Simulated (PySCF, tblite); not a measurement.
# C5H14O3Si2: geometry, infrared bands, NMR shifts and electronic excitations

Aim: predict the infrared bands, NMR shifts and electronic excitations of C5H14O3Si2 (`C[Si](C)(C)OCC(=O)O[SiH3]`).

Computed with tblite 0.8.0 and PySCF 2.14.0, with density-fitted response routines of our own, on a single molecule in the gas phase. Atoms are numbered from 0 throughout.

**1. The molecule as given**

24 atoms, charge 0, multiplicity 1; geometry from: force field or distance geometry start.

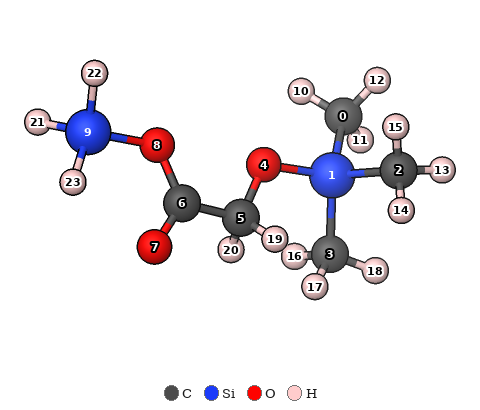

The starting geometry (carbon dark grey, silicon blue, oxygen red, hydrogen pink), atoms numbered; sticks join atoms by distance.

**2. Relaxing the molecule with GFN2-xTB**

Job settings and geometry (Å):

```
{"job": {"kind": "relax", "xc": "GFN2-xTB", "basis": "xTB"}, "charge": 0, "multiplicity": 1}
C     -2.357100     1.828700     0.576600
Si    -1.579900     0.295200    -0.138600
C     -2.093300     0.188400    -1.932000
C     -2.143500    -1.253800     0.702400
O      0.130500     0.335400     0.036200
C      0.715200    -0.925100     0.043400
C      2.194300    -0.775000     0.181300
O      2.886100    -1.833500     0.221400
O      2.815500     0.457900     0.278600
Si     4.548900     0.547900     0.443900
H     -1.662100     2.396200     1.206600
H     -3.244900     1.515900     1.181900
H     -2.699100     2.551600    -0.202700
H     -3.199100     0.330000    -2.014500
H     -1.884900    -0.801800    -2.354100
H     -1.607300     1.006700    -2.488100
H     -1.972300    -1.153700     1.803800
H     -1.511400    -2.118700     0.357300
H     -3.184000    -1.526600     0.447400
H      0.403200    -1.498700    -0.819300
H      0.314700    -1.435900     0.969600
H      4.930300     0.940000     1.827800
H      4.995900     1.663300    -0.399100
H      5.192600    -0.714800     0.077600
```

The run is started by

```console
$ OMP_NUM_THREADS=1 python probes_run.py task.json out
```

This one command runs all jobs of the session in turn.

Standard output:

```text
step      E/eV     max force
  0    -913.04688    4.302
  1    -913.42378    4.182
  2    -913.58897    1.162
  3    -913.65504    0.777
  4    -913.78665    0.485
  5    -913.81378    0.390
  6    -913.88481    0.334
  7    -913.90053    0.313
  8    -913.91771    0.257
  9    -913.92500    0.210
 10    -913.93169    0.150
 11    -913.93598    0.157
 12    -913.94004    0.146
 13    -913.94427    0.167
 14    -913.94971    0.221
 15    -913.95565    0.197
 16    -913.96112    0.187
 17    -913.96597    0.150
 18    -913.97102    0.168
 19    -913.97679    0.198
 20    -913.98316    0.208
 21    -913.98956    0.171
 22    -913.99634    0.166
 23    -914.00492    0.265
 24    -914.01644    0.355
 25    -914.02959    0.344
 26    -914.04145    0.239
 27    -914.05170    0.241
 28    -914.06192    0.229
 29    -914.07263    0.259
 30    -914.08325    0.226
 31    -914.09225    0.234
 32    -914.09881    0.205
 33    -914.10351    0.218
 34    -914.10862    0.186
 35    -914.11463    0.160
 36    -914.12035    0.178
 37    -914.12485    0.130
 38    -914.12835    0.127
 39    -914.13079    0.131
 40    -914.13364    0.138
 41    -914.13774    0.181
 42    -914.14290    0.191
 43    -914.14779    0.161
 44    -914.15161    0.111
 45    -914.15412    0.218
 46    -914.15704    0.172
 47    -914.15920    0.124
 48    -914.16128    0.062
 49    -914.16188    0.062
 50    -914.16346    0.059
 51    -914.16406    0.052
 52    -914.16462    0.044
 53    -914.16516    0.053
 54    -914.16598    0.077
 55    -914.16685    0.088
 56    -914.16760    0.069
 57    -914.16817    0.048
 58    -914.16870    0.049
 59    -914.16926    0.045
 60    -914.16982    0.048
 61    -914.17028    0.040
 62    -914.17065    0.047
 63    -914.17100    0.046
 64    -914.17136    0.040
 65    -914.17173    0.040
 66    -914.17205    0.036
 67    -914.17230    0.037
 68    -914.17249    0.031
 69    -914.17266    0.026
 70    -914.17287    0.030
 71    -914.17316    0.044
 72    -914.17351    0.054
 73    -914.17380    0.044
 74    -914.17394    0.020
 75    -914.17401    0.016
 76    -914.17405    0.016
 77    -914.17411    0.024
 78    -914.17418    0.025
 79    -914.17426    0.020
 80    -914.17436    0.022
 81    -914.17449    0.023
 82    -914.17465    0.027
 83    -914.17481    0.028
 84    -914.17495    0.026
 85    -914.17512    0.030
 86    -914.17536    0.035
 87    -914.17574    0.051
 88    -914.17631    0.061
 89    -914.17706    0.064
 90    -914.17790    0.050
 91    -914.17870    0.044
 92    -914.17929    0.033
 93    -914.17952    0.066
 94    -914.17976    0.065
 95    -914.18017    0.036
 96    -914.18047    0.034
 97    -914.18103    0.042
 98    -914.18124    0.041
 99    -914.18149    0.029
100    -914.18167    0.024
101    -914.18183    0.022
102    -914.18192    0.028
103    -914.18208    0.029
104    -914.18226    0.026
105    -914.18252    0.035
106    -914.18289    0.044
107    -914.18338    0.069
108    -914.18399    0.076
109    -914.18356    0.100
110    -914.18483    0.050
111    -914.18508    0.048
112    -914.18557    0.046
113    -914.18590    0.044
114    -914.18654    0.047
115    -914.18697    0.033
116    -914.18722    0.025
117    -914.18735    0.031
118    -914.18748    0.027
119    -914.18763    0.023
120    -914.18776    0.022
121    -914.18790    0.023
122    -914.18806    0.027
123    -914.18827    0.034
124    -914.18853    0.034
125    -914.18877    0.026
126    -914.18895    0.032
127    -914.18909    0.025
128    -914.18919    0.019
129    -914.18931    0.020
130    -914.18941    0.021
131    -914.18955    0.022
132    -914.18974    0.035
133    -914.19004    0.046
134    -914.19042    0.040
135    -914.19080    0.040
136    -914.19115    0.044
137    -914.19147    0.040
138    -914.19179    0.068
139    -914.19212    0.051
140    -914.19246    0.030
141    -914.19275    0.035
142    -914.19296    0.041
143    -914.19339    0.053
144    -914.19392    0.072
145    -914.19459    0.082
146    -914.19516    0.073
147    -914.19573    0.079
148    -914.19624    0.066
149    -914.19679    0.047
150    -914.19707    0.040
151    -914.19743    0.035
152    -914.19776    0.036
153    -914.19805    0.043
154    -914.19825    0.045
155    -914.19848    0.043
156    -914.19865    0.032
157    -914.19883    0.025
158    -914.19894    0.028
159    -914.19909    0.031
160    -914.19921    0.026
161    -914.19940    0.036
162    -914.19968    0.039
163    -914.20005    0.042
164    -914.20033    0.065
165    -914.20058    0.061
166    -914.20096    0.037
167    -914.20127    0.031
168    -914.20156    0.031
169    -914.20174    0.034
170    -914.20188    0.027
171    -914.20198    0.015
172    -914.20203    0.021
173    -914.20207    0.013
174    -914.20210    0.012
175    -914.20212    0.015
176    -914.20215    0.012
177    -914.20218    0.009
```

Wall time 1.8 s (1 thread of Arm Neoverse V2, shared host); peak memory 0.17 GiB.

Relaxation path: (not every step is listed)

```
step  energy from step 0 (eV)  largest force (eV/Å)
   0                   0.0000                4.3021
   1                  -0.3769                4.1815
   2                  -0.5421                1.1620
   3                  -0.6082                0.7770
   4                  -0.7398                0.4848
   5                  -0.7669                0.3896
   6                  -0.8379                0.3341
   7                  -0.8537                0.3126
   8                  -0.8708                0.2572
  24                  -0.9696                0.3552
  40                  -1.0868                0.1381
  56                  -1.1207                0.0689
  72                  -1.1266                0.0539
  88                  -1.1294                0.0606
 104                  -1.1354                0.0264
 120                  -1.1409                0.0220
 136                  -1.1443                0.0444
 152                  -1.1509                0.0362
 168                  -1.1547                0.0307
 172                  -1.1552                0.0211
 173                  -1.1552                0.0127
 174                  -1.1552                0.0119
 175                  -1.1552                0.0150
 176                  -1.1553                0.0117
 177                  -1.1553                0.0091
```

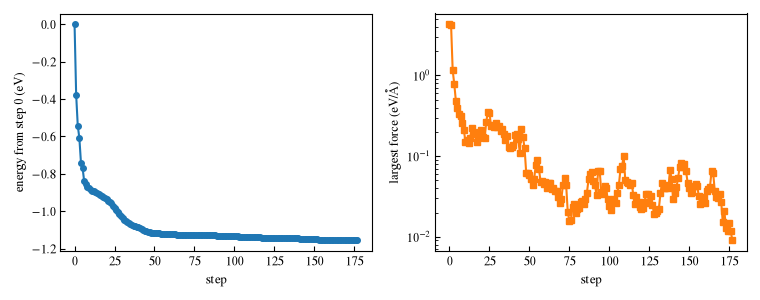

Energy and largest force along the relaxation.

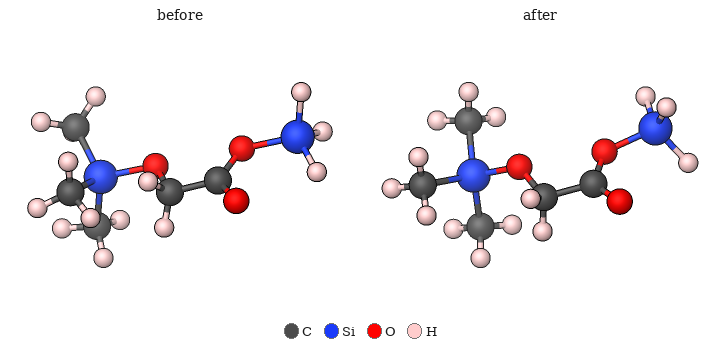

The geometry before (left) and after (right).

Distances of close pairs at the start and the end, largest changes first:

```
  bond  before (Å)  after (Å)  change (Å)
O8–Si9       1.744      1.661      -0.083
Si1–O4       1.720      1.641      -0.079
 C6–O8       1.384      1.312      -0.072
 C6–O7       1.265      1.203      -0.062
Si1–C3       1.850      1.910      +0.059
Si1–C2       1.868      1.909      +0.041
C3–H17       1.125      1.087      -0.038
C0–H11       1.119      1.085      -0.034
```

The end geometry stands in the next job.

**3. Harmonic vibrations with GFN2-xTB**

Job settings and geometry (Å):

```
{"job": {"kind": "ir", "xc": "GFN2-xTB", "basis": "xTB"}, "charge": 0, "multiplicity": 1}
C     -1.723995     1.870408     0.605346
Si    -1.511330     0.090160    -0.008704
C     -1.716248    -0.043213    -1.902469
C     -2.737652    -1.106895     0.833777
O      0.030944    -0.249601     0.437991
C      0.824040    -1.330796     0.090288
C      2.301635    -0.967906     0.108710
O      3.176894    -1.788495     0.017110
O      2.524654     0.320553     0.219073
Si     4.028093     1.017101     0.328735
H     -1.487313     1.953948     1.660482
H     -2.747881     2.200548     0.467173
H     -1.078197     2.557528     0.069255
H     -2.665526     0.364864    -2.233665
H     -1.675600    -1.075498    -2.241829
H     -0.929343     0.502981    -2.416211
H     -2.625746    -1.083645     1.914379
H     -2.581169    -2.133659     0.512606
H     -3.767819    -0.851408     0.608892
H      0.593774    -1.696823    -0.919124
H      0.673314    -2.166414     0.786292
H      4.697050     0.515274     1.524015
H      3.594844     2.403297     0.423800
H      4.790843     0.717455    -0.878366
```

Standard output:

```text
mode    cm-1     km/mol
  1     -17.8      0.20
  2      21.5      1.49
  3      37.7      2.01
  4      71.9      0.80
  5      75.9      0.56
  6      82.0      3.65
  7      96.3      0.53
  8     105.9      0.93
  9     106.7      0.05
 10     116.7      5.47
 11     143.1      2.58
 12     166.1      1.84
 13     168.3      1.34
 14     205.2      1.01
 15     244.5     27.14
 16     291.6     13.18
 17     417.0     31.46
 18     539.2      4.05
 19     573.9     19.05
 20     618.1     79.17
 21     620.0     31.88
 22     633.4      5.12
 23     728.2     14.21
 24     742.8    198.16
 25     749.6      7.65
 26     762.0     43.73
 27     774.4      2.50
 28     777.5    155.31
 29     788.9     12.67
 30     792.9    448.84
 31     799.3    126.91
 32     804.3      2.86
 33     854.5    231.06
 34     861.9    226.38
 35     890.5    319.90
 36     949.7     19.59
 37     955.8     41.72
 38    1151.3    295.38
 39    1194.2      7.34
 40    1253.1    477.83
 41    1300.2      8.09
 42    1374.6     20.11
 43    1376.0     22.92
 44    1379.2     11.98
 45    1432.2      2.92
 46    1482.7      0.27
 47    1483.5      0.02
 48    1485.0      0.47
 49    1489.7      0.37
 50    1490.9      1.90
 51    1494.8      0.98
 52    1759.7    413.99
 53    2296.2    330.97
 54    2309.7    155.90
 55    2340.0    201.87
 56    2879.5     18.05
 57    2904.1     33.11
 58    3024.4     12.34
 59    3029.3     47.70
 60    3031.7     26.32
 61    3036.8     17.13
 62    3053.3     23.52
 63    3055.0      3.07
 64    3056.5      9.23
 65    3057.6     16.08
 66    3060.2     86.56
```

It took 1.3 s on 1 thread of Arm Neoverse V2, shared host; peak memory 0.17 GiB.

Which atoms move in the most intense modes:

```
cm⁻¹  km/mol                                  atoms
 793   448.8  H22 13 %, Si9 11 %, O8 11 %, H21 10 %
 854   231.1           Si1 20 %, H12 20 %, H10 15 %
 862   226.4           Si1 28 %, H17 16 %, H14 15 %
 890   319.9                     Si1 26 %, H11 15 %
1151   295.4                       O4 47 %, C5 37 %
1253   477.8              C6 55 %, O8 27 %, C5 10 %
1760   414.0                       C6 62 %, O7 37 %
2296   331.0                     H23 54 %, H21 42 %
```

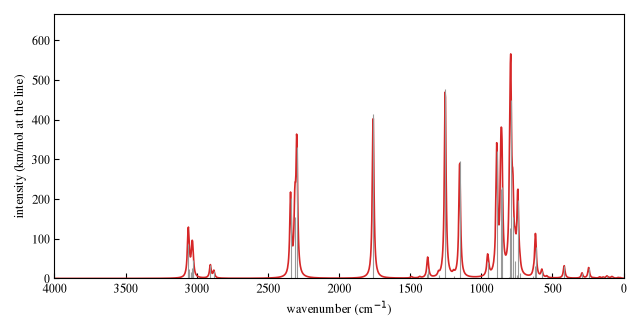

The infrared spectrum from these modes, unscaled. Lines are broadened to a width of 14 cm⁻¹ (Lorentzian).

**4. Relaxing the molecule at PBE0-D3(BJ)/def2-SVP**

Job settings and geometry (Å):

```
{"job": {"xc": "PBE0", "basis": "def2-SVP", "d3": "d3bj", "grid": 1, "shake": 0.01, "kind": "geom"}, "charge": 0, "multiplicity": 1}
C     -1.703590     1.844850     0.609530
Si    -1.517010     0.085630    -0.010860
C     -1.736450    -0.045530    -1.911120
C     -2.704420    -1.104640     0.830250
O      0.028130    -0.256280     0.427440
C      0.820130    -1.325980     0.087900
C      2.311210    -0.969900     0.108950
O      3.192350    -1.783040     0.012060
O      2.522830     0.325960     0.238420
Si     4.025400     1.014670     0.338760
H     -1.496180     1.951030     1.669310
H     -2.742080     2.201460     0.473870
H     -1.106480     2.567740     0.059660
H     -2.682210     0.367630    -2.226660
H     -1.680050    -1.086260    -2.241570
H     -0.929870     0.517040    -2.408740
H     -2.623810    -1.072530     1.912320
H     -2.590430    -2.127820     0.518430
H     -3.769970    -0.859240     0.611180
H      0.568840    -1.689920    -0.914210
H      0.656930    -2.165800     0.776650
H      4.704620     0.494930     1.514870
H      3.601940     2.414860     0.402220
H      4.785860     0.720740    -0.884460
```

Standard output:

```text
step   0  E = -1002.51486265  max force = 0.027002
step   1  E = -1002.52393773  max force = 0.004438
step   2  E = -1002.52468903  max force = 0.003819
step   3  E = -1002.52480901  max force = 0.005951
step   4  E = -1002.52517186  max force = 0.003121
step   5  E = -1002.52526069  max force = 0.001083
step   6  E = -1002.52535520  max force = 0.001269
step   7  E = -1002.52540506  max force = 0.001680
step   8  E = -1002.52561183  max force = 0.002631
step   9  E = -1002.52615916  max force = 0.006778
step  10  E = -1002.52644846  max force = 0.006670
step  11  E = -1002.52700049  max force = 0.002571
step  12  E = -1002.52724091  max force = 0.002879
step  13  E = -1002.52735240  max force = 0.002566
step  14  E = -1002.52741894  max force = 0.000425
step  15  E = -1002.52744955  max force = 0.000435
step  16  E = -1002.52752843  max force = 0.001527
step  17  E = -1002.52764074  max force = 0.002073
step  18  E = -1002.52783727  max force = 0.002663
step  19  E = -1002.52790591  max force = 0.001124
step  20  E = -1002.52798900  max force = 0.001247
step  21  E = -1002.52802296  max force = 0.000959
step  22  E = -1002.52803857  max force = 0.000627
step  23  E = -1002.52784112  max force = 0.002694
step  24  E = -1002.52800852  max force = 0.001107
step  25  E = -1002.52798915  max force = 0.001707
step  26  E = -1002.52803323  max force = 0.001015
step  27  E = -1002.52804823  max force = 0.000386
optimisation converged
```

Run time: 14 min. Hardware: 1 thread of Arm Neoverse V2, shared host; peak memory 1.1 GiB.

Relaxation path: (the energy doesn't fall at every step)

```
step  energy from step 0 (eV)  largest force component (eV/Å)
   0                   0.0000                          1.3885
   1                  -0.2469                          0.2282
   2                  -0.2674                          0.1964
   3                  -0.2707                          0.3060
   4                  -0.2805                          0.1605
   5                  -0.2829                          0.0557
   6                  -0.2855                          0.0653
   7                  -0.2869                          0.0864
   8                  -0.2925                          0.1353
   9                  -0.3074                          0.3485
  10                  -0.3153                          0.3430
  11                  -0.3303                          0.1322
  12                  -0.3368                          0.1480
  13                  -0.3399                          0.1319
  14                  -0.3417                          0.0219
  15                  -0.3425                          0.0224
  16                  -0.3447                          0.0785
  17                  -0.3477                          0.1066
  18                  -0.3531                          0.1369
  19                  -0.3549                          0.0578
  20                  -0.3572                          0.0641
  21                  -0.3581                          0.0493
  22                  -0.3585                          0.0322
  23                  -0.3532                          0.1385
  24                  -0.3577                          0.0569
  25                  -0.3572                          0.0878
  26                  -0.3584                          0.0522
  27                  -0.3588                          0.0198
```

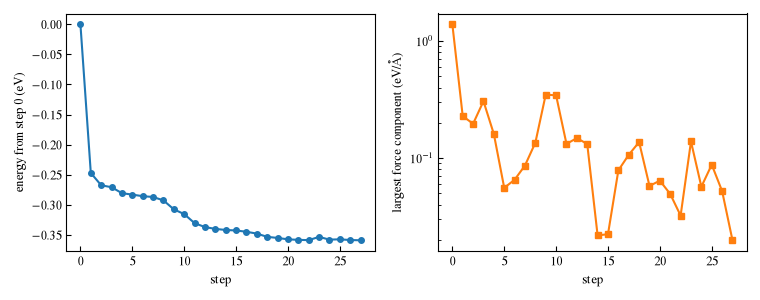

Energy and force, step by step.

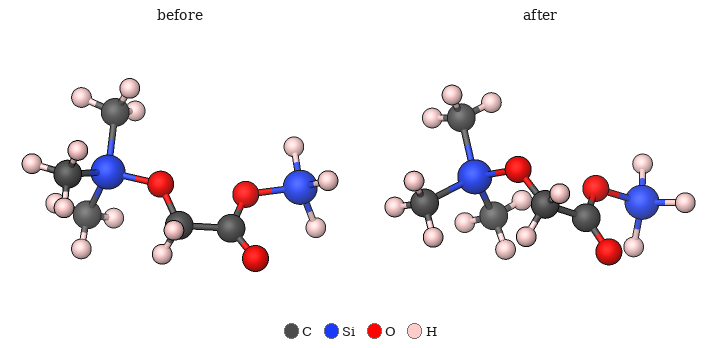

The geometry before (left) and after (right).

Close pairs (by a distance rule), those that changed most:

```
   bond  before (Å)  after (Å)  change (Å)
 O8–Si9       1.656      1.721      +0.065
 Si1–O4       1.642      1.689      +0.046
 Si1–C2       1.917      1.876      -0.041
Si9–H21       1.454      1.486      +0.031
 C3–H17       1.076      1.102      +0.026
 C2–H13       1.079      1.102      +0.023
Si9–H22       1.464      1.487      +0.022
  C5–C6       1.533      1.517      -0.017
```

The next job starts from the end point, and lists it.

```
                         at the end point                value
  point group (found at 0.08 Å tolerance)                   C1
rotational constants (GHz, main isotopes)  1.667, 0.536, 0.478
                        dipole moment (D)                 1.68
```

[end of part 1 of 2]
